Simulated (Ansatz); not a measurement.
AlH5SSn

```yaml
atoms:
  - { symbol: Al, position_ang: [1.1734, -0.6641, -1.4521] }
  - { symbol: S, position_ang: [2.4964, 1.1171, -0.6421] }
  - { symbol: Sn, position_ang: [1.0411, 0.2973, 1.4793] }
  - { symbol: H, position_ang: [0.0590, -0.1156, -2.4367] }
  - { symbol: H, position_ang: [2.1076, -1.9257, -1.6721] }
  - { symbol: H, position_ang: [1.6390, 2.0903, -1.0269] }
  - { symbol: H, position_ang: [0.4371, -0.9412, 0.1145] }
  - { symbol: H, position_ang: [-0.2500, 1.3758, 0.8958] }
```

Geometry: r2SCAN-D4/def2-SVP; core potentials replace the inner electrons of Sn.

Level of theory: isolated molecule in a Gaussian basis; Kohn-Sham density functional theory, functional PBE0 (Ansatz).

Predict the electron density and electron localisation function between the atoms.

Answer. Al–S (2.36 Å): the density is about 0.51 e/Å³ at the midpoint; the ELF peaks at about 0.90 in the valence shell of S, 1.0 Å from its nucleus, and is about 0.90 at the midpoint.
Sn–S (2.70 Å): ρ at the midpoint is about 0.34 e/Å³; the ELF peaks at about 0.90 in the valence shell of S, 0.9 Å from its nucleus, and drops to about 0.15 between the two atoms.

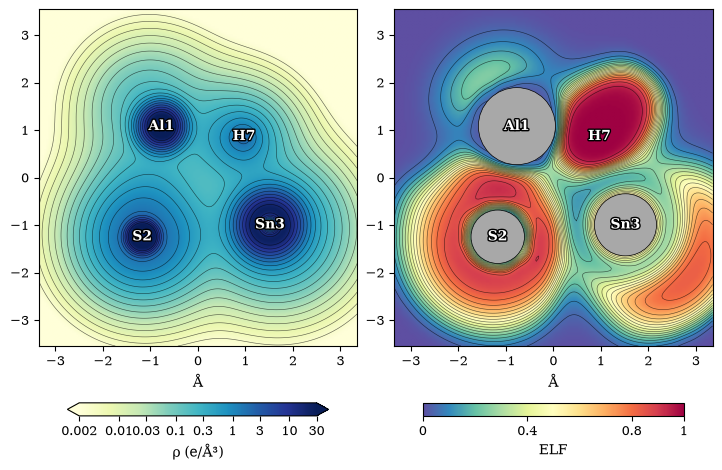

Computed electron density and electron localisation function on the plane of atoms S2, Al1 and H7, in this order. Grey discs cover the atomic cores in the ELF map. 
